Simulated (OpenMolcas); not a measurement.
Single-point calculation, with input and output: SiCl₄ (part 2 of 2)

The same run, continued: SiCl₄; M06-2X/cc-pVDZ, RKS (OpenMolcas 26.06). A bond length was changed on purpose from its optimised value.

Geometry of the input (Å):
```
Cl -1.6218  -2.3749  2.2293
Si -0.6492  -2.3020  0.4587
Cl 0.9962  -3.4732  0.5451
Cl -1.8713  -2.9642  -1.0091
Cl 0.5593  1.8914  -0.3975
```

### What the program printed, continued
```
   1  -129.713773193 -1869.438499543  1301.550186945   0.00E+00    3.17E-01*   1.46E-01*    1.27E+01   2.75E+02   None         3.
   2  -120.569857294 -1911.048268188  1352.303871489   9.14E+00*   2.77E-01*   4.17E-02*    1.63E+01   2.82E+02   EDIIS        2.
   3  -129.379094635 -1887.677412053  1320.123778013  -8.81E+00*   1.10E-01*   4.81E-02*    7.65E+00   2.78E+02   EDIIS        2.
   4  -130.112911407 -1877.664064740  1309.376613928  -7.34E-01*   4.50E-01*   5.45E-02*    3.15E+00   2.76E+02   c2DIIS       2.
   5  -130.147621072 -1875.125276345  1306.803115869  -3.47E-02*   2.06E-01*   1.89E-02*    1.96E+00   2.76E+02   c2DIIS       2.
   6  -130.145839089 -1876.030852414  1307.710473920   1.78E-03*   1.22E-01*   9.11E-03*    8.69E-01   2.76E+02   c2DIIS       2.
   7  -130.149858369 -1876.387609403  1308.063211629  -4.02E-03*   3.41E-02*   3.37E-03*    4.13E-01   2.76E+02   c2DIIS       2.
   8  -130.150073270 -1876.091982474  1307.767369799  -2.15E-04*   1.37E-02*   1.20E-03*    1.50E-01   2.76E+02   QNRc2DIIS    2.
   9  -130.150147195 -1876.143555445  1307.818868845  -7.39E-05*   2.12E-02*   1.47E-03*    8.65E-02   2.76E+02   QNRc2DIIS    2.
  10  -130.150248751 -1876.176597830  1307.851809675  -1.02E-04*   8.33E-02*   3.40E-03*    1.16E-01   2.76E+02   QNRc2DIIS    2.
  11  -130.150347929 -1876.350097482  1308.025210148  -9.92E-05*   7.50E-02*   1.11E-02*    4.50E-01   2.76E+02   QNRc2DIIS    2.
  12  -130.151115990 -1876.525349305  1308.199693910  -7.68E-04*   1.25E-01*   1.80E-02*    3.79E-01   2.76E+02   QNRc2DIIS    2.
  13  -130.161181228 -1876.157229769  1307.821509136  -1.01E-02*   5.10E-02*   2.84E-02*    8.15E-01   2.76E+02   QNRc2DIIS    2.
  14  -130.167396260 -1876.210855131  1307.868919467  -6.22E-03*   1.31E-01*   3.25E-02*    2.71E-01   2.76E+02   QNRc2DIIS    2.
  15  -130.185624638 -1876.632802737  1308.272638695  -1.82E-02*   2.70E+00*   3.37E-02*    6.58E-01   2.76E+02   QNRc2DIIS    2.
  16  -130.149558524 -1876.456491803  1308.132393874   3.61E-02*   1.43E-01*   1.50E-02*    2.19E+00   2.76E+02   QNRc2DIIS    2.
  17  -130.151355608 -1875.972640565  1307.646745552  -1.80E-03*   4.46E-02*   1.03E-02*    8.34E-01   2.76E+02   QNRc2DIIS    2.
  18  -130.153710265 -1876.084166745  1307.755917075  -2.35E-03*   1.22E-01*   1.68E-02*    2.23E-01   2.76E+02   QNRc2DIIS    2.
  19  -130.137454306 -1876.991408634  1308.679414923   1.63E-02*   1.29E-01*   2.53E-02*    8.41E-01   2.76E+02   QNRc2DIIS    2.
  20  -130.152447376 -1876.143100546  1307.816113765  -1.50E-02*   1.30E-02*   1.39E-02*    8.40E-01   2.76E+02   QNRc2DIIS    2.
  21  -130.151730328 -1876.160772797  1307.834503064   7.17E-04*   5.07E-02*   1.19E-02*    6.48E-02   2.76E+02   QNRc2DIIS    2.
  22  -130.154648638 -1876.069701358  1307.740513314  -2.92E-03*   7.88E-02*   1.90E-02*    2.67E-01   2.76E+02   QNRc2DIIS    2.
  23  -130.161950347 -1876.134808602  1307.798318850  -7.30E-03*   1.17E-01*   2.88E-02*    4.40E-01   2.76E+02   QNRc2DIIS    2.
  24  -130.176822145 -1876.445728196  1308.094366646  -1.49E-02*   1.44E-01*   3.43E-02*    5.82E-01   2.76E+02   QNRc2DIIS    2.
  25  -130.197102873 -1877.020906733  1308.649264455  -2.03E-02*   8.18E-01*   3.08E-02*    8.45E-01   2.76E+02   QNRc2DIIS    2.
  26  -129.859191204 -1883.198160906  1315.164430296   3.38E-01*   6.64E-01*   1.89E-01*    3.91E+00   2.77E+02   QNRc2DIIS    2.
  27  -130.211747433 -1877.533673239  1309.147386401  -3.53E-01*   5.08E-02*   7.10E-03*    3.48E+00   2.76E+02   QNRc2DIIS    2.
  28  -130.212754524 -1878.435027928  1310.047733999  -1.01E-03*   1.14E-02*   3.28E-03*    4.38E-01   2.76E+02   QNRc2DIIS    2.
  29  -130.212943823 -1878.073378451  1309.685895223  -1.89E-04*   1.08E-02*   2.10E-03*    1.29E-01   2.76E+02   QNRc2DIIS    2.
  30  -130.213027495 -1878.057764540  1309.670197640  -8.37E-05*   2.68E-03*   6.99E-04*    9.49E-02   2.76E+02   QNRc2DIIS    2.
  31  -130.213034329 -1878.065493994  1309.677920260  -6.83E-06*   8.95E-04*   1.70E-04*    2.26E-02   2.76E+02   QNRc2DIIS    2.
  32  -130.213034934 -1878.067749510  1309.680175170  -6.05E-07*   3.17E-04*   5.88E-05*    6.26E-03   2.76E+02   QNRc2DIIS    2.
  33  -130.213035026 -1878.062861990  1309.675287559  -9.14E-08*   1.88E-04*   3.92E-05*    2.58E-03   2.76E+02   QNRc2DIIS    2.
  34  -130.213035053 -1878.063088548  1309.675514090  -2.74E-08*   2.88E-04*   1.55E-05*    1.06E-03   2.76E+02   QNRc2DIIS    2.
  35  -130.213035070 -1878.063769586  1309.676195111  -1.71E-08*   6.15E-04*   1.39E-05*    1.35E-03   2.76E+02   QNRc2DIIS    2.
  36  -130.213035092 -1878.064267535  1309.676693038  -2.18E-08*   4.21E-04*   1.58E-05*    2.78E-03   2.76E+02   QNRc2DIIS    2.
  37  -130.213035101 -1878.063575268  1309.676000763  -8.76E-09*   1.48E-05*   3.66E-06*    1.96E-03   2.76E+02   QNRc2DIIS    2.
  38  -130.213035101 -1878.063776567  1309.676202060  -3.38E-10*   3.61E-06    8.43E-07*    1.12E-04   2.76E+02   QNRc2DIIS    2.
  39  -130.213035101 -1878.063723845  1309.676149339  -1.00E-11    9.28E-07    1.71E-07*    2.58E-05   2.76E+02   QNRc2DIIS    2.
  40  -130.213035101 -1878.063724385  1309.676149878  -1.36E-12    3.20E-07    5.41E-08     7.34E-06   2.76E+02   QNRc2DIIS    2.

       Convergence after  40 Iterations
--

 *****************************************************************************************************************************
 *                                             SCF/KS-DFT Program, Final results                                             *
 *                                                       Final Results                                                       *
 *****************************************************************************************************************************

::    Total KS-DFT energy                           -2130.2130351012
      One-electron energy                           -3878.0637243846
      Two-electron energy                            1309.6761498785
      Nuclear repulsion energy                        438.1745394049
      Kinetic energy (interpolated)                  2126.8774779839
      Virial theorem                                    1.0015682883
      Total spin, S(S+1)                                0.0000000000
      Total spin, S                                     0.0000000000
      Max non-diagonal density matrix element           0.0000002292
      Max non-diagonal Fock matrix element              0.0000000214

      All orbitals with orbital energies smaller than  E(LUMO)+0.5 are printed

++    Molecular orbitals:
      -------------------

      Title: RKS-DFT orbitals

      Molecular orbitals for symmetry species 1: a

      Basis set list:
        1 CL1    1s                 19 SI2    1s                 37 CL3    1s                 55 CL4    1s                 73 CL5    1s
        2 CL1    1s                 20 SI2    1s                 38 CL3    1s                 56 CL4    1s                 74 CL5    1s
        3 CL1    1s                 21 SI2    1s                 39 CL3    1s                 57 CL4    1s                 75 CL5    1s
        4 CL1    1s                 22 SI2    1s                 40 CL3    1s                 58 CL4    1s                 76 CL5    1s
        5 CL1    2px                23 SI2    2px                41 CL3    2px                59 CL4    2px                77 CL5    2px
        6 CL1    2px                24 SI2    2px                42 CL3    2px                60 CL4    2px                78 CL5    2px
        7 CL1    2px                25 SI2    2px                43 CL3    2px                61 CL4    2px                79 CL5    2px
        8 CL1    2py                26 SI2    2py                44 CL3    2py                62 CL4    2py                80 CL5    2py
        9 CL1    2py                27 SI2    2py                45 CL3    2py                63 CL4    2py                81 CL5    2py
       10 CL1    2py                28 SI2    2py                46 CL3    2py                64 CL4    2py                82 CL5    2py
       11 CL1    2pz                29 SI2    2pz                47 CL3    2pz                65 CL4    2pz                83 CL5    2pz
       12 CL1    2pz                30 SI2    2pz                48 CL3    2pz                66 CL4    2pz                84 CL5    2pz
       13 CL1    2pz                31 SI2    2pz                49 CL3    2pz                67 CL4    2pz                85 CL5    2pz
       14 CL1    3d2-               32 SI2    3d2-               50 CL3    3d2-               68 CL4    3d2-               86 CL5    3d2-
       15 CL1    3d1-               33 SI2    3d1-               51 CL3    3d1-               69 CL4    3d1-               87 CL5    3d1-
       16 CL1    3d0                34 SI2    3d0                52 CL3    3d0                70 CL4    3d0                88 CL5    3d0
       17 CL1    3d1+               35 SI2    3d1+               53 CL3    3d1+               71 CL4    3d1+               89 CL5    3d1+
       18 CL1    3d2+               36 SI2    3d2+               54 CL3    3d2+               72 CL4    3d2+               90 CL5    3d2+

  Index Energy  Occupation Coefficients ...

    1 -102.7364    2.0000          1 CL1    1s     ( 1.000),

    2 -102.7364    2.0000         55 CL4    1s     (-1.000),

    3 -102.7364    2.0000         37 CL3    1s     (-1.000),

    4 -102.5987    2.0000         73 CL5    1s     ( 1.000),

    5  -67.2306    2.0000         19 SI2    1s     ( 1.000),

    6   -9.8835    2.0000          2 CL1    1s     ( 0.683),    38 CL3    1s     ( 0.456),    56 CL4    1s     ( 0.589),

    7   -9.8834    2.0000          2 CL1    1s     (-0.702),    56 CL4    1s     ( 0.711),

    8   -9.8834    2.0000         38 CL3    1s     (-0.890),

    9   -9.7386    2.0000         74 CL5    1s     ( 1.005),

   10   -7.6035    2.0000          5 CL1    2px    (-0.490),    11 CL1    2pz    ( 0.854),

   11   -7.6035    2.0000         59 CL4    2px    ( 0.606),    62 CL4    2py    ( 0.428),    65 CL4    2pz    ( 0.663),

   12   -7.6035    2.0000         41 CL3    2px    (-0.740),    44 CL3    2py    ( 0.669),

   13   -7.5985    2.0000          8 CL1    2py    ( 0.976),

   14   -7.5985    2.0000         62 CL4    2py    ( 0.839),    65 CL4    2pz    (-0.543),

   15   -7.5985    2.0000         41 CL3    2px    (-0.668),    44 CL3    2py    (-0.721),

   16   -7.5980    2.0000          5 CL1    2px    ( 0.868),    11 CL1    2pz    ( 0.471),

   17   -7.5980    2.0000         59 CL4    2px    (-0.792),    65 CL4    2pz    ( 0.510),

   18   -7.5980    2.0000         47 CL3    2pz    (-0.981),

   19   -7.4602    2.0000         80 CL5    2py    ( 0.943),

   20   -7.4532    2.0000         77 CL5    2px    (-0.526),    83 CL5    2pz    (-0.850),

   21   -7.4532    2.0000         77 CL5    2px    (-0.806),    83 CL5    2pz    ( 0.490),

   22   -5.7484    2.0000         20 SI2    1s     ( 1.006),

   23   -4.0566    2.0000         26 SI2    2py    ( 0.943),

   24   -4.0560    2.0000         29 SI2    2pz    (-0.940),

   25   -4.0560    2.0000         23 SI2    2px    (-0.905),

   26   -1.0317    2.0000          3 CL1    1s     ( 0.510),    21 SI2    1s     ( 0.403),    39 CL3    1s     ( 0.510),    57 CL4    1s     ( 0.510),

   27   -0.9902    2.0000          3 CL1    1s     (-0.794),    57 CL4    1s     ( 0.531),

   28   -0.9901    2.0000         39 CL3    1s     (-0.765),    57 CL4    1s     ( 0.610),

   29   -0.8070    2.0000         75 CL5    1s     ( 0.982),

   30   -0.6608    2.0000         21 SI2    1s     ( 0.863),

   31   -0.5498    2.0000         12 CL1    2pz    (-0.560),    24 SI2    2px    (-0.418),    30 SI2    2pz    ( 0.392),    42 CL3    2px    ( 0.389),
                                  60 CL4    2px    (-0.298),

   32   -0.5498    2.0000          6 CL1    2px    (-0.348),    24 SI2    2px    (-0.408),    30 SI2    2pz    (-0.449),    42 CL3    2px    ( 0.295),
                                  45 CL3    2py    (-0.293),    60 CL4    2px    ( 0.336),    63 CL4    2py    ( 0.253),    66 CL4    2pz    ( 0.457),

   33   -0.5097    2.0000          9 CL1    2py    ( 0.487),    27 SI2    2py    ( 0.402),    42 CL3    2px    ( 0.312),    45 CL3    2py    ( 0.374),
                                  63 CL4    2py    ( 0.427),    66 CL4    2pz    (-0.252),

   34   -0.4766    2.0000          6 CL1    2px    ( 0.581),    45 CL3    2py    (-0.426),    60 CL4    2px    ( 0.511),

   35   -0.4766    2.0000          9 CL1    2py    (-0.381),    12 CL1    2pz    ( 0.300),    48 CL3    2pz    ( 0.594),    63 CL4    2py    ( 0.452),

   36   -0.4533    2.0000          9 CL1    2py    ( 0.543),    12 CL1    2pz    ( 0.310),    48 CL3    2pz    ( 0.301),    63 CL4    2py    (-0.469),
                                  66 CL4    2pz    ( 0.519),

   37   -0.4533    2.0000          9 CL1    2py    (-0.450),    42 CL3    2px    ( 0.592),    45 CL3    2py    ( 0.435),    63 CL4    2py    (-0.330),

   38   -0.4396    2.0000          6 CL1    2px    (-0.518),    48 CL3    2pz    ( 0.586),    60 CL4    2px    ( 0.473),    66 CL4    2pz    (-0.304),

   39   -0.3106    2.0000         78 CL5    2px    ( 0.579),    84 CL5    2pz    ( 0.769),

   40   -0.3106    2.0000         78 CL5    2px    (-0.724),    84 CL5    2pz    ( 0.549),

   41   -0.2897    2.0000         81 CL5    2py    (-0.723),

   42   -0.2000    0.0000         21 SI2    1s     ( 0.542),    27 SI2    2py    ( 0.634),    81 CL5    2py    ( 0.497),

   43    0.0026    0.0000         21 SI2    1s     (-0.843),    27 SI2    2py    ( 0.795),

   44    0.0109    0.0000         24 SI2    2px    ( 0.847),    25 SI2    2px    ( 0.490),    40 CL3    1s     (-0.474),

   45    0.0109    0.0000         30 SI2    2pz    ( 0.877),    31 SI2    2pz    ( 0.508),    58 CL4    1s     ( 0.465),

   46    0.1794    0.0000         21 SI2    1s     ( 3.166),    22 SI2    1s     (-4.246),

   47    0.2250    0.0000         24 SI2    2px    (-1.797),    25 SI2    2px    ( 2.383),

   48    0.2250    0.0000         30 SI2    2pz    (-1.828),    31 SI2    2pz    ( 2.424),

   49    0.2537    0.0000         27 SI2    2py    (-1.753),    28 SI2    2py    ( 2.390),

   50    0.2733    0.0000         24 SI2    2px    (-0.528),    25 SI2    2px    ( 0.606),    30 SI2    2pz    ( 0.891),    31 SI2    2pz    (-1.022),
                                  33 SI2    3d1-   ( 0.595),

   51    0.2733    0.0000         24 SI2    2px    ( 0.905),    25 SI2    2px    (-1.037),    30 SI2    2pz    ( 0.589),    31 SI2    2pz    (-0.675),

--

++    Molecular charges:
      ------------------

      Mulliken charges per centre and basis function type
      ---------------------------------------------------

                CL1     SI2     CL3     CL4     CL5
      1s       5.9170  5.1692  5.9170  5.9171  5.9994
      2px      3.7661  2.5792  3.5868  3.7013  3.9539
      2pz      3.5148  2.5775  3.8832  3.6468  3.9765
      2py      3.8395  2.6168  3.6504  3.7724  3.4526
      3d2+     0.0014  0.0734  0.0058  0.0025  0.0001
      3d1+     0.0090  0.1364  0.0032  0.0087  0.0000
      3d0      0.0083  0.1158  0.0037  0.0048  0.0000
      3d1-     0.0045  0.0780  0.0015  0.0048  0.0000
      3d2-     0.0014  0.0850  0.0104  0.0039  0.0001
      Total   17.0620 13.4313 17.0621 17.0621 17.3825

      N-E     -0.0620  0.5687 -0.0621 -0.0621 -0.3825

      Total electronic charge=   82.000000

      Total            charge=   -0.000000
--

++    Molecular properties:
      ---------------------

      Charge (e):
                      =   -0.0000
      Dipole Moment (debye):
      Origin of the operator (angstrom)=   -0.5118   -1.8256    0.3614
                   X= -2.1188E+00               Y= -7.3518E+00               Z=  1.5013E+00           Total=  7.7969E+00
      Quadrupole Moment (debye*angstrom):
      Origin of the operator (angstrom)=   -0.5118   -1.8256    0.3614
                  XX= -6.2877E+01              XY= -6.7242E+00              XZ=  1.3727E+00              YY= -8.4273E+01
                  YZ=  4.7645E+00              ZZ= -6.1911E+01
      In traceless form (debye*angstrom)
                  XX=  1.0216E+01              XY= -1.0086E+01              XZ=  2.0591E+00              YY= -2.1879E+01
                  YZ=  7.1467E+00              ZZ=  1.1664E+01
--

--- Stop Module: scf /rc=_RC_ALL_IS_WELL_ ---
--- Module scf spent 1 minute 47 seconds ---

.##################.
.# Happy landing! #.
.##################.

    Timing: Wall=112.12 User=101.90 System=10.09
```

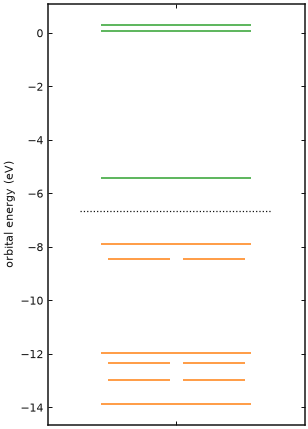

**Figure 1.** Orbital energies near the frontier; the dotted line parts filled from empty levels, and levels within 0.02 eV of each other stand side by side. Highest filled −7.88 eV, lowest empty −5.44 eV, 2.44 eV apart.

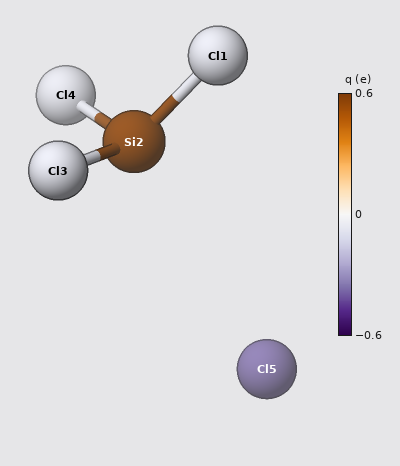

**Figure 2.** Mulliken charges, as the colour of each atom (ball-and-stick view, seen at an oblique angle; atoms are numbered from 1 in the order of the input). By element: Cl −0.38 to −0.06 and Si +0.57 e.

### Summary

| quantity | value |
| --- | --- |
| outcome | converged |
| total energy | −2130.213035 hartree |
| basis functions | 90 |
| HOMO | −7.88 eV |
| LUMO | −5.44 eV |
| dipole moment | 7.80 debye |
| wall time | 1.9 min |
| peak memory | 0.49 GiB |
